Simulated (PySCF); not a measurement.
# C2H3Cl (SMILES C=CCl): levels of theory compared

Aim: a comparison of 5 runs (BLYP/def2-SVPD, PBE/def2-SVPD, SVWN5/def2-SVPD, revPBE/def2-SVPD, CCSD(T)/def2-SVPD) of C2H3Cl. Input form: a Python script.

The calculation is run with PySCF 2.14.0.

1 further run of the same task is left out (set aside as unsound or not needed).

### Step 1. The system as given

C2H3Cl: 6 atoms, total charge 0, spin state singlet. As SMILES, `C=CCl`. One bond was lengthened or shortened from a relaxed shape.

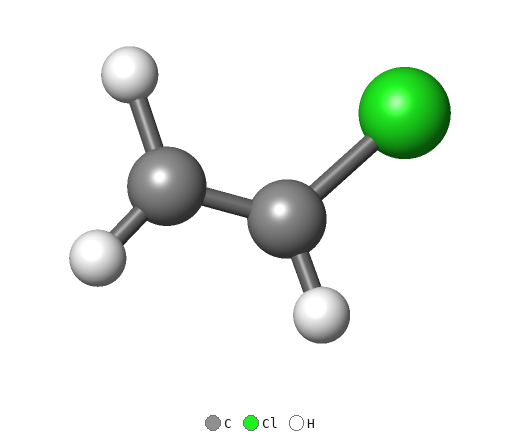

Viewed from a chosen angle; carbon grey, chlorine green, hydrogen white.

### Step 2. A single-point energy at BLYP/def2-SVPD (run 1)

Input file calc.py:

```python
from pyscf import gto, dft

mol = gto.M(
    atom=[
    ('C', (-0.398662, 0.323520, -0.451837)),
    ('C', (0.441668, 0.109940, 0.543173)),
    ('Cl', (0.960578, -1.458040, 1.026983)),
    ('H', (-0.883050, -0.607730, -1.121290)),
    ('H', (-0.681492, 1.339010, -0.700927)),
    ('H', (0.876958, 0.900800, 1.140603)),
],
    verbose=3,
    basis='def2-svpd',
    spin=0,
    charge=0,
    max_memory=1860,
)

myscf = dft.RKS(mol, xc='blyp')
myscf.grids.level = 5
myscf.conv_tol = 1e-10
myscf.kernel()
if not myscf.converged:
    myscf = myscf.newton().run(myscf.mo_coeff, myscf.mo_occ)

e_tot = myscf.e_tot
print(f'total energy: {e_tot:.8f} hartree')
```

The run is started by

```sh
$ OMP_NUM_THREADS=1 python calc.py
```

The log of the run:

```text
converged SCF energy = -537.942649182366
total energy: -537.94264918 hartree
```

Wall time 13 s (1 thread of Arm Neoverse V1, shared host); peak memory 0.45 GiB.

### Step 3. The energy at PBE/def2-SVPD (run 2)

Input file input.xyz:

```xyz
6
C2H3Cl
C     -0.398662     0.323520    -0.451837
C      0.441668     0.109940     0.543173
Cl     0.960578    -1.458040     1.026983
H     -0.883050    -0.607730    -1.121290
H     -0.681492     1.339010    -0.700927
H      0.876958     0.900800     1.140603
```

Input file job.py:

```python
from pyscf import gto, dft

system = gto.M(
    atom='input.xyz',
    spin=0,
    max_memory=1860,
    verbose=4,
    basis='def2-svpd',
    charge=0,
)

ks = dft.RKS(system)
ks.xc = 'pbe'
ks.conv_tol = 1e-10
ks.grids.level = 5
ks.kernel()
if not ks.converged:
    ks = ks.newton().run(ks.mo_coeff, ks.mo_occ)

e_tot = ks.e_tot
print('E = %.10f Eh' % e_tot)
```

The run is started by

```sh
$ OMP_NUM_THREADS=1 python job.py
```

The log of the run:

```text
PySCF version 2.14.0

[... 77 lines left out ...]
converged SCF energy = -537.690587462548
E = -537.6905874625 Eh
```

Run time: 13 s. Hardware: 1 thread of Arm Neoverse V1, shared host; peak memory 0.45 GiB.

Runs 3 to 4 aren't shown in full; the table further down has their settings and results.

### Step 4. A single-point energy at CCSD(T)/def2-SVPD (run 5)

Input file calc.py:

```python
from pyscf import gto, scf, cc

system = gto.Mole()
system.atom = '''
C     -0.398662     0.323520    -0.451837
C      0.441668     0.109940     0.543173
Cl     0.960578    -1.458040     1.026983
H     -0.883050    -0.607730    -1.121290
H     -0.681492     1.339010    -0.700927
H      0.876958     0.900800     1.140603
'''
system.max_memory = 1860
system.basis = 'def2-svpd'
system.verbose = 4
system.build()

hf = scf.RHF(system)
hf.conv_tol = 1e-10
hf.kernel()
if not hf.converged:
    hf = hf.newton().run(hf.mo_coeff, hf.mo_occ)

mycc = cc.CCSD(hf, frozen=7)
mycc.kernel()
e_t = mycc.ccsd_t()
energy = mycc.e_tot + e_t
print('E(%s) = %.9f' % ('CCSD(T)', energy))
```

The run is started by

```sh
$ OMP_NUM_THREADS=1 python calc.py
```

The log of the run:

```text
PySCF version 2.14.0

[... 62 lines left out ...]
converged SCF energy = -536.743953856983
[... 12 lines left out ...]
Init t2, MP2 energy = -537.171644931607  E_corr(MP2) -0.427691074623608
[... 12 lines left out ...]
CCSD converged
[... 2 lines left out ...]
E(CCSD(T)) = -537.222608057
```

Wall time 25 s (1 thread of Arm Neoverse V1, shared host); peak memory 0.44 GiB.

### Step 5. All runs side by side

```csv
run,level,integration grid,frozen core orbitals,energy (Eh),dipole moment (D) of the reference,HOMO energy (eV),LUMO energy (eV),wall time
1,BLYP/def2-SVPD,5,–,-537.942649,1.36,-6.32,-1.20,13 s
2,PBE/def2-SVPD,5,–,-537.690587,1.37,-6.48,-1.33,13 s
3,SVWN5/def2-SVPD,5,–,-535.766860,1.37,-6.63,-1.54,8.7 s
4,revPBE/def2-SVPD,5,–,-537.881572,1.38,-6.44,-1.25,13 s
5,CCSD(T)/def2-SVPD,–,7,-537.222608,1.68,-10.24,2.87,25 s
```

### Step 6. Results

| quantity | value |
| --- | --- |
| run 5: total energy | -537.22261 Eh |
| run 5: dipole moment (Hartree–Fock density) | 1.68 D |
| run 5: HOMO energy (Hartree–Fock orbitals) | -10.24 eV |
| run 5: LUMO energy (Hartree–Fock orbitals) | 2.87 eV |
| run 5: HOMO–LUMO gap (Hartree–Fock orbitals) | 13.10 eV |
| run 5: correlation energy (7 core orbitals frozen) | -478.7 mEh |
| run 5: (T) correction | -17.01 mEh |
| run 5: T1 diagnostic | 0.011 |

**Reading.** Over runs 1, 2, 3, 4 the dipole moment (its size) runs from 1.36 D (BLYP/def2-SVPD) to 1.38 D (revPBE/def2-SVPD). Over runs 1, 2, 3, 4 the HOMO–LUMO gap runs from 5.09 eV (SVWN5/def2-SVPD) to 5.18 eV (revPBE/def2-SVPD). Totals of different functionals can't be ranked against each other. All runs together took 72 s, the longest 25 s.
